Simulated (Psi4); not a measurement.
# ClH2InN (SMILES [NH2][In][Cl]), step by step

Aim: a geometry optimisation (UB3LYP-D3(BJ)/def2-SVP), then vibrational wavenumbers, then a single-point energy (UMP2/def2-TZVPP), then the excited states (TD-B3LYP/def2-SVP) of ClH2InN. 

The calculation is run with Psi4 1.11.

## Step 1: Starting point

ClH2InN has 5 atoms, charge 0, and is taken as a doublet. SMILES: `[NH2][In][Cl]`. The coordinates come from a PBE0-D4/def2-TZVP relaxation. The run starts from this shape.

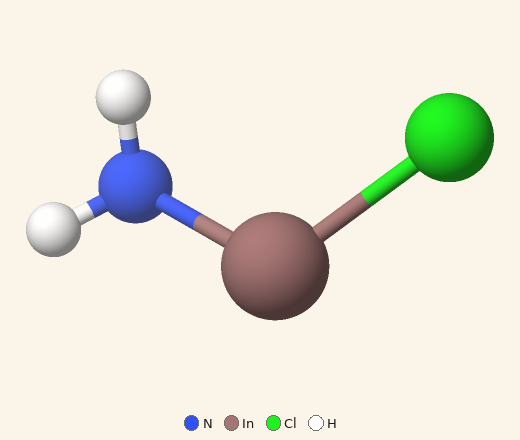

Viewed from a chosen angle; nitrogen blue, indium brown, chlorine green, hydrogen white.

## Step 2: A structure relaxation at UB3LYP-D3(BJ)/def2-SVP (density fitting, core potential) (run 1)

Input file input.inp:

```
memory 1600 mb

molecule system {
  0 2
  N     -0.142600     0.808600    -0.493900
  In    -0.411600    -1.217800    -0.153300
  Cl     1.391500    -2.211500     1.018700
  H     -0.999700     1.283800    -0.756700
  H      0.212300     1.263200     0.343800
  symmetry c1
}

set globals {
  reference uks
  geom_maxiter 60
}

e_tot, wfn = optimize("b3lyp-d3bj/def2-SVP", return_wfn=True)
```

Launch:

```bash
psi4 input.inp input.out -n 1
```

input.out:

```text
Psi4 1.11 release

gradient() will perform analytic gradient computation.

   => Loading Basis Set <=

    Name: DEF2-SVP
    Role: ORBITAL
    Keyword: BASIS

    !!!  WARNING: ECP capability is in beta. Please check occupations closely.  !!!

   => B3LYP-D3(BJ): Empirical Dispersion <=

        s6 =       1.000000
        s8 =       1.988900
        a1 =       0.398100
        a2 =       4.421100

[... 249 lines left out ...]
    VV10 Nonlocal Energy =                  0.0000000000000000
[... 580 lines left out ...]
   @DF-UKS iter   6:  -706.22000980092218   -2.62153e-07   4.24198e-06 DIIS
[... 299 lines left out ...]
    Total Energy =                       -706.2201448826677961
[... 488 lines left out ...]
   @DF-UKS iter  10:  -706.22015949817637   -1.36424e-12   2.86144e-09 DIIS
[... 436 lines left out ...]
	  Convergence Criteria     1.00e-06 *    3.00e-04 *             o    1.20e-03 *             o
[... 13 lines left out ...]
    Final optimized geometry and variables:
    Molecular point group: c1
    Full point group: C1

    Geometry (in Angstrom), charge = 0, multiplicity = 2:

    N           -0.061159822936     2.087797619199    -0.624323781275
    IN          -0.442521464710     0.020547388096    -0.162210673311
    CL           1.500783631862    -1.051165686340     0.804964843913
    H           -0.896998775198     2.535214823595    -1.017079165071
    H            0.126206780702     2.586208743069     0.255429709826

    Psi4 run time: 0:00:30.38

[set-up sections that repeat, and orbital energies of the middle runs, are left out above]
```

Standard output:

```text
Optimizer: Optimization complete!
```

Run time: 31 s. Hardware: 1 thread of INTEL XEON PLATINUM 8581C at 2.30GHz (Emerald Rapids), shared host; peak memory 0.46 GiB.

Step by step:

```tsv
step	energy from the first frame kept (eV)	largest force (eV/Å)
0	0.0000	0.6850
1	-0.0350	0.1957
2	-0.0405	0.1250
3	-0.0441	0.0541
4	-0.0445	0.0200
5	-0.0445	0.0072
6	-0.0445	0.0079
```

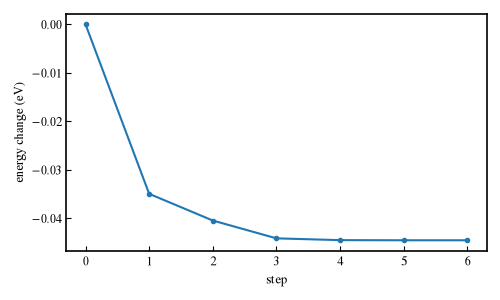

Energy along the run.

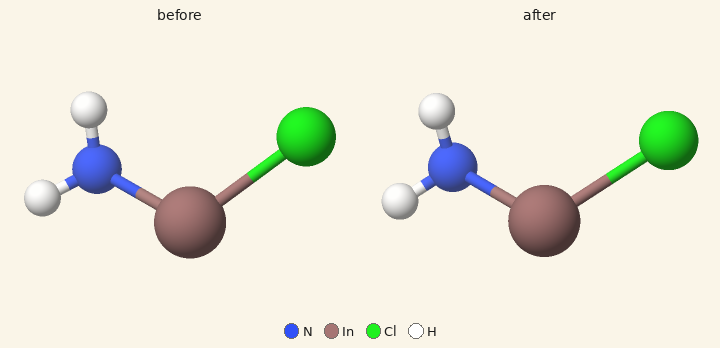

Before and after, at one scale.

After the run. Bond lengths: N1–In2 2.152 Å, In2–Cl3 2.421 Å, N1–H4 1.026 Å, N1–H5 1.028 Å. Angles: N1–In2–Cl3 111.6°, In2–N1–H4 110.9°, In2–N1–H5 108.3°, H4–N1–H5 105.3°.

## Step 3: The harmonic vibrations at UB3LYP-D3(BJ)/def2-SVP (density fitting, core potential) (run 2)

Input file clh2inn.inp:

```
memory 1600 mb

molecule {
  0 2
  N     -0.069754     0.861853    -0.559970
  In    -0.451116    -1.205397    -0.097857
  Cl     1.492190    -2.277110     0.869319
  H     -0.905593     1.309270    -0.952725
  H      0.117613     1.360264     0.319784
  units angstrom
  symmetry c1
}

set globals {
  basis def2-SVP
  reference uks
  t 298.15
  rotational_symmetry_number 1
}

frequency('b3lyp-d3bj2b')
```

Launch:

```bash
psi4 clh2inn.inp clh2inn.out -n 1
```

clh2inn.out:

```text
Psi4 1.11 release

         ----------------------------------------------------------
                                   FINDIF
         ----------------------------------------------------------

[... 939 lines left out ...]
   @DF-UKS iter SAD:  -704.95644278523730   -7.04956e+02   0.00000e+00
[... 1083 lines left out ...]
   @S^2 Expected:                7.500000000E-01
[... 1229 lines left out ...]
   @DF-UKS iter SAD:  -704.97502604760166   -7.04975e+02   0.00000e+00
[... 1067 lines left out ...]
   @S^2 Observed:                7.591444171E-01
[... 1272 lines left out ...]
    Translational S                         41.227 [cal/(mol K)]      172.493 [J/(mol K)]       0.06569903 [mEh/K] (mol. weight = 165.8915 [u], P = 101325.00 [Pa])
[... 58 lines left out ...]
    Psi4 run time: 0:02:06.39

[set-up sections that repeat, and orbital energies of the middle runs, are left out above]
```

On the terminal:

```text
Warning: used thermodynamics relations inappropriate for low-frequency modes: ['95.5951' '142.0027' '318.2420' '400.2142']
```

It took 2.1 min on 1 thread of INTEL XEON PLATINUM 8581C at 2.30GHz (Emerald Rapids), shared host; peak memory 0.45 GiB.

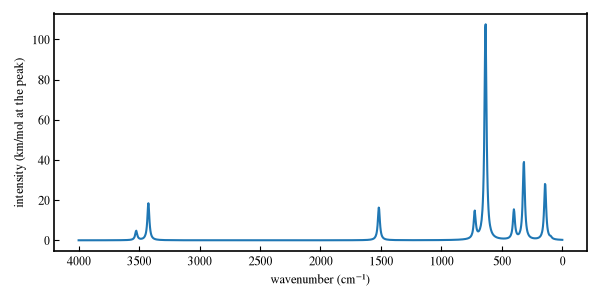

Harmonic infrared spectrum, unscaled, lines broadened by 10 cm⁻¹.

## Step 4: The energy at UMP2/def2-TZVPP (density fitting, core potential, density fitting for correlation) (run 3)

Input file clh2inn.inp:

```
memory 1600 MB

molecule molecule1 {
  0 2
  N     -0.069754     0.861853    -0.559970
  In    -0.451116    -1.205397    -0.097857
  Cl     1.492190    -2.277110     0.869319
  H     -0.905593     1.309270    -0.952725
  H      0.117613     1.360264     0.319784
}

set {
  basis def2-TZVPP
  reference uhf
  num_frozen_docc 10
}

e_tot = energy('mp2')
```

Launch:

```bash
psi4 -n 1 clh2inn.inp clh2inn.out
```

clh2inn.out:

```text
Psi4 1.11 release

    SCF Algorithm Type (re)set to DF.

   => Loading Basis Set <=

    Name: DEF2-TZVPP
    Role: ORBITAL
    Keyword: BASIS

    !!!  WARNING: ECP capability is in beta. Please check occupations closely.  !!!

         ---------------------------------------------------------
                                   SCF
                              UHF Reference
                        1 Threads,   1525 MiB Core
         ---------------------------------------------------------

  ==> Geometry <==

[... 105 lines left out ...]
   @DF-UHF iter SAD:  -702.69815352781347   -7.02698e+02   0.00000e+00
[... 10 lines left out ...]
   @DF-UHF iter  11:  -704.40876199698539   -4.95819e-06   3.59446e-06 DIIS
[... 13 lines left out ...]
   @S^2 Expected:                7.500000000E-01
[... 79 lines left out ...]
 Dipole Y            :         -3.7281286            4.3419947            0.6138661
[... 49 lines left out ...]
	 SCS Total Energy          =    -705.0411406774945817 [Eh]
[... 2 lines left out ...]
	total time  =          0 seconds =       0.00 minutes

    Psi4 run time: 0:00:02.77
```

Wall time 3.6 s (1 thread of INTEL XEON PLATINUM 8581C at 2.30GHz (Emerald Rapids), shared host); peak memory 0.29 GiB.

## Step 5: The vertical excitations at TD-B3LYP/def2-SVP (density fitting, core potential, save jk yes) (run 4)

Input file job.inp:

```
memory 1600 mb

molecule mol {
  0 2
  N     -0.13181596     1.62866613    -1.05818994
  In    -0.85248569    -2.27787020    -0.18492293
  Cl     2.81983043    -4.30311426     1.64277482
  H     -1.71132275     2.47416172    -1.80038932
  H      0.22225636     2.57052642     0.60430418
  units au
}

set basis def2-SVP
set reference uks
set save_jk true

from psi4.driver.procrouting.response.scf_response import tdscf_excitations
E, wfn = energy("b3lyp", return_wfn=True)
states = tdscf_excitations(wfn, states=4, tda=False)
```

Launch:

```bash
psi4 -n 1 job.inp job.out
```

job.out:

```text
Psi4 1.11 release

   => Loading Basis Set <=

    Name: DEF2-SVP
    Role: ORBITAL
    Keyword: BASIS

    !!!  WARNING: ECP capability is in beta. Please check occupations closely.  !!!

         ---------------------------------------------------------
                                   SCF
                              UKS Reference
                        1 Threads,   1525 MiB Core
         ---------------------------------------------------------

  ==> Geometry <==

    Molecular point group: c1
    Full point group: C1

[... 99 lines left out ...]
    Weights Tolerance      =       1.00E-15
[... 64 lines left out ...]
   @DF-UKS iter   8:  -706.21351518757035   -8.67251e-05   2.66816e-05 DIIS
[... 17 lines left out ...]
   @S   Observed:                5.000000000E-01
[... 77 lines left out ...]
 Dipole X            :        -29.6231847           28.3864614           -1.2367233
[... 90 lines left out ...]
Excited State    4 (1 A):   0.12264 au   371.51 nm f = 0.0360
[... 8 lines left out ...]
******************************************************************************************
**********                               WARNING                                **********
**********       The names of excited state variables changed between 1.5       **********
**********     and 1.6. For a quick solution, remove the symmetry specifier     **********
**********   from the variable name. For full details, see 'Notes on Psivars'   **********
**********                        in the documentation.                         **********
******************************************************************************************

    Psi4 run time: 0:00:13.39
```

Wall time 14 s (1 thread of INTEL XEON PLATINUM 8581C at 2.30GHz (Emerald Rapids), shared host); peak memory 0.4 GiB.

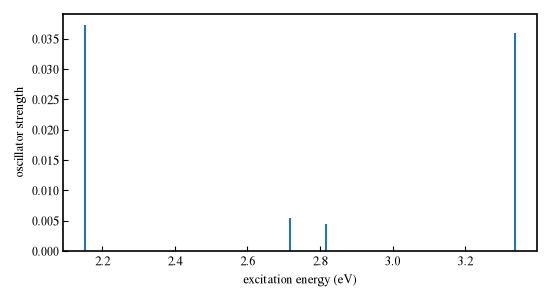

Vertical excitations as sticks.

The roots found:

```tsv
excited state	energy (eV)	strength	label
1	2.152	0.0373	A 1
2	2.717	0.0055	A 1
3	2.815	0.0045	A 1
4	3.337	0.0360	A 1
```

## Step 6: Summary of results

```
                                                                                quantity             value
                                  run 1, UB3LYP-D3(BJ)/def2-SVP: total energy at the end     -706.22016 Eh
                                            run 1, UB3LYP-D3(BJ)/def2-SVP: dipole moment            3.75 D
                       run 1, UB3LYP-D3(BJ)/def2-SVP: HOMO energy (highest over α and β)          -6.14 eV
                        run 1, UB3LYP-D3(BJ)/def2-SVP: LUMO energy (lowest over α and β)          -3.91 eV
                                        run 1, UB3LYP-D3(BJ)/def2-SVP: dispersion energy     -17.43 kJ/mol
                                                     run 1, UB3LYP-D3(BJ)/def2-SVP: ⟨S²⟩             0.759
                               run 2, UB3LYP-D3(BJ)/def2-SVP: lowest harmonic wavenumber           96 cm⁻¹
                              run 2, UB3LYP-D3(BJ)/def2-SVP: highest harmonic wavenumber         3524 cm⁻¹
                                        run 2, UB3LYP-D3(BJ)/def2-SVP: zero-point energy       64.5 kJ/mol
run 2, UB3LYP-D3(BJ)/def2-SVP: ideal-gas entropy at 298.15 K (symmetry number 1 as used)  78.1 cal/(mol K)
                                                    run 3, UMP2/def2-TZVPP: total energy     -705.07598 Eh
      run 3, UMP2/def2-TZVPP: HOMO energy (Hartree–Fock orbitals) (highest over α and β)          -9.10 eV
       run 3, UMP2/def2-TZVPP: LUMO energy (Hartree–Fock orbitals) (lowest over α and β)          -0.30 eV
                    run 3, UMP2/def2-TZVPP: correlation energy (10 core orbitals frozen)        -667.2 mEh
                                                            run 3, UMP2/def2-TZVPP: ⟨S²⟩             0.801
                             run 4, TD-B3LYP/def2-SVP: ground-state or mean-field energy     -706.21352 Eh
                       run 4, TD-B3LYP/def2-SVP: dipole moment (B3LYP Kohn–Sham density)            3.75 D
 run 4, TD-B3LYP/def2-SVP: HOMO energy (B3LYP Kohn–Sham orbitals) (highest over α and β)          -6.14 eV
  run 4, TD-B3LYP/def2-SVP: LUMO energy (B3LYP Kohn–Sham orbitals) (lowest over α and β)          -3.91 eV
                                                          run 4, TD-B3LYP/def2-SVP: ⟨S²⟩             0.759
                                      run 4, TD-B3LYP/def2-SVP: lowest excitation energy           2.15 eV
```

What this shows: The optimisation (run 1, UB3LYP-D3(BJ)/def2-SVP) took 7 steps and changed the energy by -0.045 eV. All 9 modes are real, so the shape is a minimum at this level. The brightest of the 4 transitions from the ground state lies at 2.15 eV (576 nm, f = 0.037).
